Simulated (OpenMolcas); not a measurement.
# How methods differ on CH7NOSi (SMILES CO[SiH2]N)

CH7NOSi: 11 atoms, total charge 0, spin state singlet. As SMILES, `CO[SiH2]N`. Geometry: relaxed at PBE0-D4/def2-TZVP. This is one conformer, not always the lowest.

```xyz
11

C    -0.6553    1.7119    0.5002
O    -0.6106    0.5087   -0.2271
Si    0.5338   -0.6427    0.0543
N     0.3447   -2.0069   -0.9437
H     0.2584    2.3029    0.3623
H    -1.5015    2.3012    0.1424
H    -0.7907    1.5318    1.5738
H     0.4219   -1.0799    1.4723
H     1.8746   -0.0550   -0.2121
H    -0.4034   -2.6611   -0.7833
H     0.5936   -1.9680   -1.9184
```

Quantity: the dipole moment, in D. The values are calculated.

```json
{"level": "HF/cc-pVDZ", "kind": "Hartree–Fock", "program": "OpenMolcas", "value (D)": "0.35"}
{"level": "BLYP/cc-pVDZ", "kind": "GGA", "program": "OpenMolcas", "value (D)": "0.64"}
{"level": "PBE/cc-pVDZ", "kind": "GGA", "program": "OpenMolcas", "value (D)": "0.65"}
{"level": "revPBE/cc-pVDZ", "kind": "GGA", "program": "OpenMolcas", "value (D)": "0.65"}
{"level": "M06-L/cc-pVDZ", "kind": "meta-GGA", "program": "OpenMolcas", "value (D)": "0.54"}
{"level": "r2SCAN/cc-pVDZ", "kind": "meta-GGA", "program": "OpenMolcas", "value (D)": "0.59"}
{"level": "B3LYP/cc-pVDZ", "kind": "global hybrid", "program": "OpenMolcas", "value (D)": "0.53"}
{"level": "BHLYP/cc-pVDZ", "kind": "global hybrid", "program": "OpenMolcas", "value (D)": "0.41"}
```

The values span 0.35 to 0.65 D. Magnitudes only.

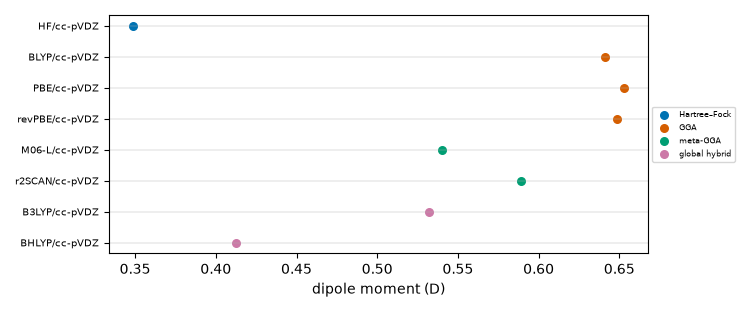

The values of the table, level by level.
